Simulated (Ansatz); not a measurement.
# SiH2MeBr (CH5BrSi): Born-Oppenheimer dynamics

What does SiH2MeBr (CH5BrSi) do in its first 15 fs with a Langevin thermostat, with the temperature set to 300 K?

Computed with Ansatz 0.2.0, Gaussian basis. Level: BLYP/6-31G*.

### 1 Structure used throughout

The geometry comes from an earlier relaxation with r2SCAN-D4 in a triple-zeta def2 set; it is a stationary point, not always the lowest conformer.

8 atoms, charge 0, spin multiplicity 1.

Atoms are counted from 1 here; the program's logs count them from 0.

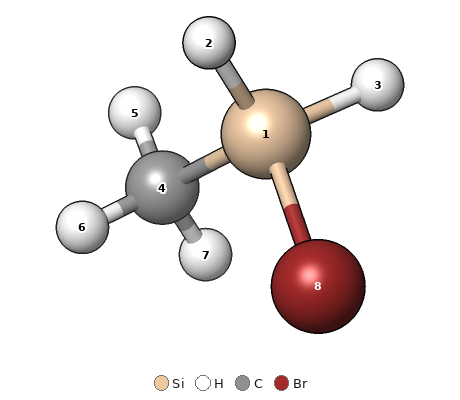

The geometry (silicon light orange, hydrogen white, carbon grey, bromine red); atoms are numbered from 1 in the order of the file.

As a file:

```
Si    0.46150   -0.62680    0.33458
H     0.44991   -0.68262    1.81568
H     1.86026   -0.69218   -0.15125
C    -0.41604    0.88148   -0.30243
H     0.07179    1.78567    0.07300
H    -1.45774    0.89096    0.02478
H    -0.39845    0.90814   -1.39383
Br   -0.57123   -2.46463   -0.40051
```

### 2 The run

The input, in.yaml:

```yaml
crystal:
  periodic: [false, false, false]
  atoms:
    - {symbol: Si, position_ang: [0.461497, -0.626799, 0.334578]}
    - {symbol: H, position_ang: [0.449914, -0.682621, 1.815678]}
    - {symbol: H, position_ang: [1.860260, -0.692180, -0.151253]}
    - {symbol: C, position_ang: [-0.416045, 0.881475, -0.302428]}
    - {symbol: H, position_ang: [0.071794, 1.785667, 0.072996]}
    - {symbol: H, position_ang: [-1.457739, 0.890955, 0.024783]}
    - {symbol: H, position_ang: [-0.398450, 0.908137, -1.393832]}
    - {symbol: Br, position_ang: [-0.571231, -2.464633, -0.400512]}
basis:
  gaussian: {orbitals: "6-31G*"}
hamiltonian: {xc: {name: BLYP}}
md: {timestep: 1 fs, n_steps: 15, ensemble: nvt_langevin, temperature: 300, initial_velocities: maxwell_boltzmann, friction: 0.01, seed: 691}
scf: {omitted_lower_state_checks: [starts]}
```

On the command line:

```bash
ansatz run in.yaml --threads 4 --pin off --events-out ev --progress --plain --max-ram 3916MiB
```

Standard output:

```text
Functional definition: BLYP
  name "BLYP"
  cite "Becke, Phys. Rev. A 38, 3098 (1988) doi:10.1103/PhysRevA.38.3098"
  cite "Lee, Yang & Parr, Phys. Rev. B 37, 785 (1988) doi:10.1103/PhysRevB.37.785"
  parameter beta = 0.0042
  parameter a = 0.04918
  parameter b = 0.132
  parameter c = 0.2533
  parameter d = 0.349
  exchange = b88_x(beta = beta)
  correlation = lyp_c(a = a, b = b, c = c, d = d)
these checks for a lower state are left out or cut short: starts
951 factors; their error is unknown
mean field evaluation 1: about -79028.6963 eV, gradient 5.1e1 eV
mean field evaluation 2: about -79020.3992 eV, gradient 7.0e1 eV
mean field evaluation 4: about -79034.8903 eV, gradient 3.2e0 eV
mean field evaluation 8: about -79034.9157 eV, gradient 3.6e-2 eV
mean field evaluation 16: about -79034.8591 eV, gradient 6.3e-5 eV
mean field -79034.85913676 eV, -2904.4775015244 hartree, gradient 6.3e-5 eV, S^2 0.000000; 0 other end points of the search recorded, 0 dependent functions left out
the calculation of the forces begins
reference -79034.85942705 eV, -2904.4775121924 hartree; 30, 30 occupied and 49, 49 virtual orbitals, 951 factors
md step     0: t =     0.00 fs  T =   262.5 K  F+E_penalty+E_count = -79034.85913676 eV  E_kin = 0.271446 eV  (24 SCF iters)
these checks for a lower state are left out or cut short: starts, cluster_reference, orbital_swaps, neighbouring_geometries, increment
951 factors; their error is unknown
mean field -79034.81209972 eV, -2904.4757729449 hartree, gradient 1.7e-5 eV, S^2 0.000000; 0 other end points of the search recorded, 0 dependent functions left out
the calculation of the forces begins
reference -79034.81238971 eV, -2904.4757836019 hartree; 30, 30 occupied and 49, 49 virtual orbitals, 951 factors
md step     1: t =     1.00 fs  T =   215.3 K  F+E_penalty+E_count = -79034.81209972 eV  E_kin = 0.222675 eV  (28 SCF iters)
these checks for a lower state are left out or cut short: starts, cluster_reference, orbital_swaps, neighbouring_geometries, increment
951 factors; their error is unknown
mean field -79034.75266408 eV, -2904.4735887254 hartree, gradient 1.9e-5 eV, S^2 0.000000; 0 other end points of the search recorded, 0 dependent functions left out
the calculation of the forces begins
reference -79034.75295441 eV, -2904.4735993948 hartree; 30, 30 occupied and 49, 49 virtual orbitals, 951 factors
md step     2: t =     2.00 fs  T =   150.6 K  F+E_penalty+E_count = -79034.75266408 eV  E_kin = 0.155686 eV  (28 SCF iters)
these checks for a lower state are left out or cut short: starts, cluster_reference, orbital_swaps, neighbouring_geometries, increment
951 factors; their error is unknown
mean field evaluation 32: about -79034.8159 eV, gradient 1.8e-3 eV
mean field -79034.76009139 eV, -2904.4738616739 hartree, gradient 1.9e-5 eV, S^2 0.000000; 0 other end points of the search recorded, 0 dependent functions left out
the calculation of the forces begins
reference -79034.76038236 eV, -2904.4738723671 hartree; 30, 30 occupied and 49, 49 virtual orbitals, 951 factors
md step     3: t =     3.00 fs  T =   169.0 K  F+E_penalty+E_count = -79034.76009139 eV  E_kin = 0.174773 eV  (28 SCF iters)
these checks for a lower state are left out or cut short: starts, cluster_reference, orbital_swaps, neighbouring_geometries, increment
951 factors; their error is unknown
mean field -79034.80753030 eV, -2904.4756050217 hartree, gradient 1.9e-5 eV, S^2 0.000000; 0 other end points of the search recorded, 0 dependent functions left out
the calculation of the forces begins
reference -79034.80782227 eV, -2904.4756157517 hartree; 30, 30 occupied and 49, 49 virtual orbitals, 951 factors
md step     4: t =     4.00 fs  T =   207.1 K  F+E_penalty+E_count = -79034.80753030 eV  E_kin = 0.214165 eV  (28 SCF iters)
these checks for a lower state are left out or cut short: starts, cluster_reference, orbital_swaps, neighbouring_geometries, increment
951 factors; their error is unknown
mean field -79034.81974773 eV, -2904.4760540043 hartree, gradient 1.8e-5 eV, S^2 0.000000; 0 other end points of the search recorded, 0 dependent functions left out
the calculation of the forces begins
reference -79034.82004092 eV, -2904.4760647787 hartree; 30, 30 occupied and 49, 49 virtual orbitals, 951 factors
md step     5: t =     5.00 fs  T =   225.0 K  F+E_penalty+E_count = -79034.81974773 eV  E_kin = 0.232715 eV  (28 SCF iters)
these checks for a lower state are left out or cut short: starts, cluster_reference, orbital_swaps, neighbouring_geometries, increment
951 factors; their error is unknown
mean field -79034.78525291 eV, -2904.4747863429 hartree, gradient 2.0e-5 eV, S^2 0.000000; 0 other end points of the search recorded, 0 dependent functions left out
the calculation of the forces begins
reference -79034.78554712 eV, -2904.4747971549 hartree; 30, 30 occupied and 49, 49 virtual orbitals, 951 factors
md step     6: t =     6.00 fs  T =   208.1 K  F+E_penalty+E_count = -79034.78525291 eV  E_kin = 0.215155 eV  (28 SCF iters)
these checks for a lower state are left out or cut short: starts, cluster_reference, orbital_swaps, neighbouring_geometries, increment
951 factors; their error is unknown
mean field evaluation 64: about -79034.7311 eV, gradient 2.2e-5 eV
mean field -79034.73113780 eV, -2904.4727976492 hartree, gradient 2.2e-5 eV, S^2 0.000000; 0 other end points of the search recorded, 0 dependent functions left out
the calculation of the forces begins
reference -79034.73143273 eV, -2904.4728084878 hartree; 30, 30 occupied and 49, 49 virtual orbitals, 951 factors
md step     7: t =     7.00 fs  T =   147.9 K  F+E_penalty+E_count = -79034.73113780 eV  E_kin = 0.152889 eV  (28 SCF iters)
these checks for a lower state are left out or cut short: starts, cluster_reference, orbital_swaps, neighbouring_geometries, increment
951 factors; their error is unknown
mean field -79034.69795293 eV, -2904.4715781278 hartree, gradient 2.3e-5 eV, S^2 0.000000; 0 other end points of the search recorded, 0 dependent functions left out
the calculation of the forces begins
reference -79034.69824822 eV, -2904.4715889794 hartree; 30, 30 occupied and 49, 49 virtual orbitals, 951 factors
md step     8: t =     8.00 fs  T =   130.2 K  F+E_penalty+E_count = -79034.69795293 eV  E_kin = 0.134588 eV  (28 SCF iters)
these checks for a lower state are left out or cut short: starts, cluster_reference, orbital_swaps, neighbouring_geometries, increment
951 factors; their error is unknown
mean field -79034.71771362 eV, -2904.4723043199 hartree, gradient 2.2e-5 eV, S^2 0.000000; 0 other end points of the search recorded, 0 dependent functions left out
the calculation of the forces begins
reference -79034.71800879 eV, -2904.4723151671 hartree; 30, 30 occupied and 49, 49 virtual orbitals, 951 factors
md step     9: t =     9.00 fs  T =   153.5 K  F+E_penalty+E_count = -79034.71771362 eV  E_kin = 0.158770 eV  (29 SCF iters)
these checks for a lower state are left out or cut short: starts, cluster_reference, orbital_swaps, neighbouring_geometries, increment
951 factors; their error is unknown
mean field -79034.78079713 eV, -2904.4746225960 hartree, gradient 2.0e-5 eV, S^2 0.000000; 0 other end points of the search recorded, 0 dependent functions left out
the calculation of the forces begins
reference -79034.78109188 eV, -2904.4746334277 hartree; 30, 30 occupied and 49, 49 virtual orbitals, 951 factors
md step    10: t =    10.00 fs  T =   225.7 K  F+E_penalty+E_count = -79034.78079713 eV  E_kin = 0.233384 eV  (28 SCF iters)
these checks for a lower state are left out or cut short: starts, cluster_reference, orbital_swaps, neighbouring_geometries, increment
951 factors; their error is unknown
mean field -79034.82435901 eV, -2904.4762234657 hartree, gradient 1.9e-5 eV, S^2 0.000000; 0 other end points of the search recorded, 0 dependent functions left out
the calculation of the forces begins
reference -79034.82465332 eV, -2904.4762342812 hartree; 30, 30 occupied and 49, 49 virtual orbitals, 951 factors
md step    11: t =    11.00 fs  T =   283.7 K  F+E_penalty+E_count = -79034.82435901 eV  E_kin = 0.293414 eV  (28 SCF iters)
these checks for a lower state are left out or cut short: starts, cluster_reference, orbital_swaps, neighbouring_geometries, increment
951 factors; their error is unknown
mean field evaluation 96: about -79034.7804 eV, gradient 1.8e-1 eV
mean field -79034.78041283 eV, -2904.4746084733 hartree, gradient 2.0e-5 eV, S^2 0.000000; 0 other end points of the search recorded, 0 dependent functions left out
the calculation of the forces begins
reference -79034.78070679 eV, -2904.4746192759 hartree; 30, 30 occupied and 49, 49 virtual orbitals, 951 factors
md step    12: t =    12.00 fs  T =   243.2 K  F+E_penalty+E_count = -79034.78041283 eV  E_kin = 0.251456 eV  (28 SCF iters)
these checks for a lower state are left out or cut short: starts, cluster_reference, orbital_swaps, neighbouring_geometries, increment
951 factors; their error is unknown
mean field -79034.68566798 eV, -2904.4711266642 hartree, gradient 2.1e-5 eV, S^2 0.000000; 0 other end points of the search recorded, 0 dependent functions left out
the calculation of the forces begins
reference -79034.68596183 eV, -2904.4711374629 hartree; 30, 30 occupied and 49, 49 virtual orbitals, 951 factors
md step    13: t =    13.00 fs  T =   172.6 K  F+E_penalty+E_count = -79034.68566798 eV  E_kin = 0.178511 eV  (27 SCF iters)
these checks for a lower state are left out or cut short: starts, cluster_reference, orbital_swaps, neighbouring_geometries, increment
951 factors; their error is unknown
mean field -79034.67621350 eV, -2904.4707792185 hartree, gradient 2.3e-5 eV, S^2 0.000000; 0 other end points of the search recorded, 0 dependent functions left out
the calculation of the forces begins
reference -79034.67650763 eV, -2904.4707900274 hartree; 30, 30 occupied and 49, 49 virtual orbitals, 951 factors
md step    14: t =    14.00 fs  T =   192.6 K  F+E_penalty+E_count = -79034.67621350 eV  E_kin = 0.199210 eV  (28 SCF iters)
these checks for a lower state are left out or cut short: starts, cluster_reference, orbital_swaps, neighbouring_geometries, increment
951 factors; their error is unknown
mean field -79034.76547079 eV, -2904.4740593633 hartree, gradient 2.2e-5 eV, S^2 0.000000; 0 other end points of the search recorded, 0 dependent functions left out
the calculation of the forces begins
reference -79034.76576549 eV, -2904.4740701936 hartree; 30, 30 occupied and 49, 49 virtual orbitals, 951 factors
these checks for a lower state are left out or cut short: starts
951 factors; their error is unknown
mean field -79034.76547079 eV, -2904.4740593633 hartree, gradient 2.2e-5 eV, S^2 0.000000; 0 other end points of the search recorded, 0 dependent functions left out
the calculation of the forces begins
reference -79034.76576549 eV, -2904.4740701936 hartree; 30, 30 occupied and 49, 49 virtual orbitals, 951 factors
md step    15: t =    15.00 fs  T =   268.7 K  F+E_penalty+E_count = -79034.76547079 eV  E_kin = 0.277841 eV  (11 SCF iters)
Total energy: -79034.76576549 eV, -2904.4740701936 hartree
Atom 0 at     0.452133    -0.583033     0.371483 Å, force    -0.288906     0.113335    -0.654607 eV/Å
Atom 1 at     0.553837    -0.600153     1.843091 Å, force    -0.186685    -0.071719     0.363579 eV/Å
Atom 2 at     1.853557    -0.617539    -0.141797 Å, force     0.019294     0.008800    -0.082704 eV/Å
Atom 3 at    -0.460700     0.941183    -0.354071 Å, force    -1.574661    -1.848133    -0.200251 eV/Å
Atom 4 at     0.102079     1.798316    -0.116319 Å, force     0.711798     1.648150     0.587006 eV/Å
Atom 5 at    -1.561423     1.039061    -0.072382 Å, force     1.214780    -0.043585    -0.026973 eV/Å
Atom 6 at    -0.430970     0.835269    -1.446456 Å, force    -0.019292    -0.030874    -0.206140 eV/Å
Atom 7 at    -0.562444    -2.505095    -0.397348 Å, force     0.123672     0.224027     0.220089 eV/Å
Dipole moment:     0.078714     0.483946     0.063632 e Å
Checks for a lower state left out: starts
```

Wall time 12 s (4 threads of Arm Neoverse V2, shared host).

### 3 Frames and traces

Step by step, with energies from the first frame:

```csv
time (fs),T (K),potential (meV),C4–H5 (Å)
0.0,262,0.0,1.094
1.0,215,47.0,1.055
2.0,151,106.5,1.037
3.0,169,99.0,1.045
4.0,207,51.6,1.077
5.0,225,39.4,1.120
6.0,208,73.9,1.159
7.0,148,128.0,1.184
8.0,130,161.2,1.194
9.0,154,141.4,1.183
10.0,226,78.3,1.151
11.0,284,34.8,1.106
12.0,243,78.7,1.058
13.0,173,173.5,1.024
14.0,193,182.9,1.022
15.0,269,93.7,1.053
```

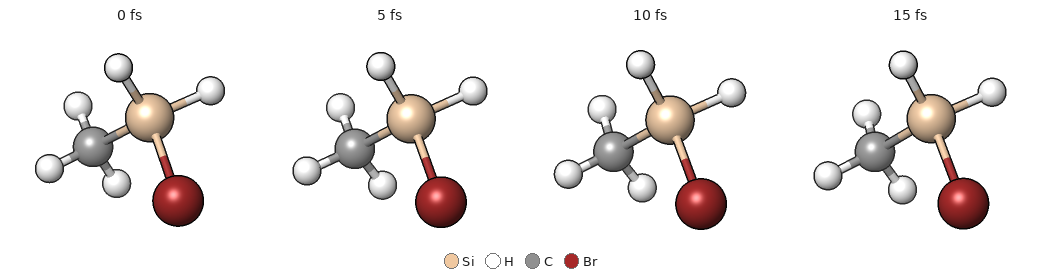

Four frames; sticks are those of the first frame.

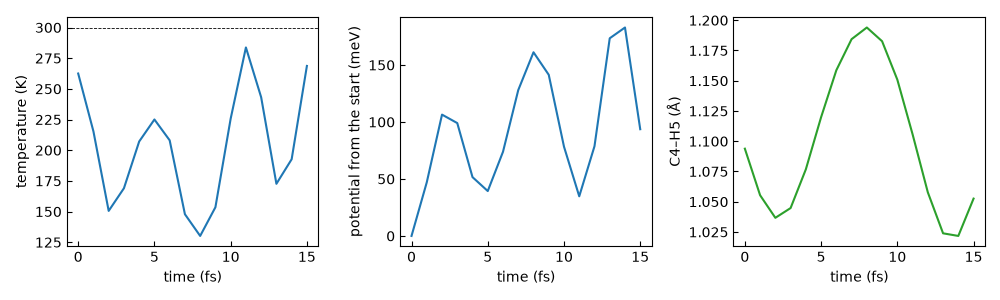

Temperature (the set value dashed), potential energy and the bond that swings most.

Positions (Å) and forces (eV/Å) at 15.0 fs:

```xyz
8

Si    0.452   -0.583    0.371   -0.289    0.113   -0.655
H     0.554   -0.600    1.843   -0.187   -0.072    0.364
H     1.854   -0.618   -0.142    0.019    0.009   -0.083
C    -0.461    0.941   -0.354   -1.575   -1.848   -0.200
H     0.102    1.798   -0.116    0.712    1.648    0.587
H    -1.561    1.039   -0.072    1.215   -0.044   -0.027
H    -0.431    0.835   -1.446   -0.019   -0.031   -0.206
Br   -0.562   -2.505   -0.397    0.124    0.224    0.220
```

### 4 Summary of results

| quantity | value |
| --- | --- |
| length | 15 steps of 1.0 fs |
| temperature, first and last frame | 262, 269 K |
| temperature, second half | mean 209 K, from 130 to 284 K |
| swing of the potential | 183 meV |
| range of C4–H5 | 1.022 to 1.194 Å |

In words: From 262 K at the start the temperature swings between 130 and 284 K: with 8 atoms it has no steady value yet; energy flows between kinetic and potential parts, and any thermostat adds or takes heat. The first value differs from the one set because the log counts other degrees of freedom than the draw of velocities did. C4–H5 swings most, by 0.17 Å; no bond breaks. A run of 15 fs gives no averages.
